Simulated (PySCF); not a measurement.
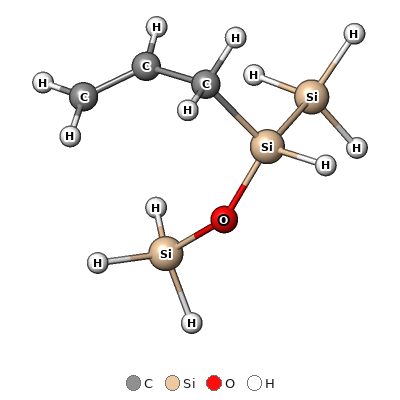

The molecule: C₃H₁₂OSi₃, SMILES C=CC[Si@H]([SiH3])O[SiH3].

Vertical TDDFT excitations, CAM-B3LYP/def2-SVPD in PySCF, at a PBE0-D3(BJ)/def2-SVP geometry (no frequency check), gas phase.

Where does it absorb, and how strongly?

Answer. The lowest singlet lies at 6.32 eV (196 nm, f = 0.029); the brightest of the first 10 is S2 at 6.58 eV (188 nm), f = 0.179, mainly HOMO → LUMO+1 (89 %). No singlet lies below 3.1 eV (beyond 400 nm), so at this level no vertical transition falls in the visible.


```
state  E (eV)  λ (nm)      f          main character
   S1    6.32     196  0.029      HOMO → LUMO (74 %)
   S2    6.58     188  0.179    HOMO → LUMO+1 (89 %)
   S3    6.80     182  0.004    HOMO−1 → LUMO (54 %)
   S4    6.87     180  0.081    HOMO → LUMO+3 (43 %)
   S5    7.10     175  0.062    HOMO → LUMO+2 (29 %)
   S6    7.29     170  0.036  HOMO−1 → LUMO+1 (54 %)
   S7    7.46     166  0.013  HOMO−1 → LUMO+3 (15 %)
   S8    7.50     165  0.026    HOMO → LUMO+4 (48 %)
   S9    7.56     164  0.039  HOMO−1 → LUMO+3 (18 %)
  S10    7.66     162  0.081    HOMO−2 → LUMO (35 %)
```

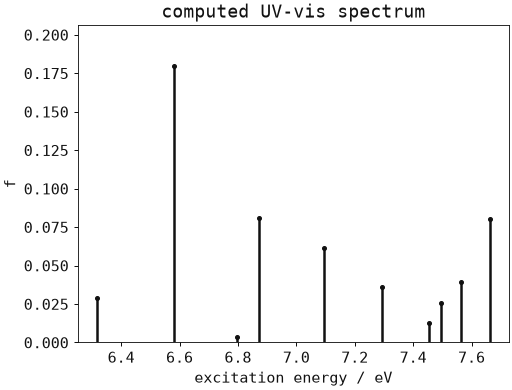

The lowest 10 singlet states are shown.

Caveats: one conformer of a flexible molecule; core orbitals are frozen in the response.
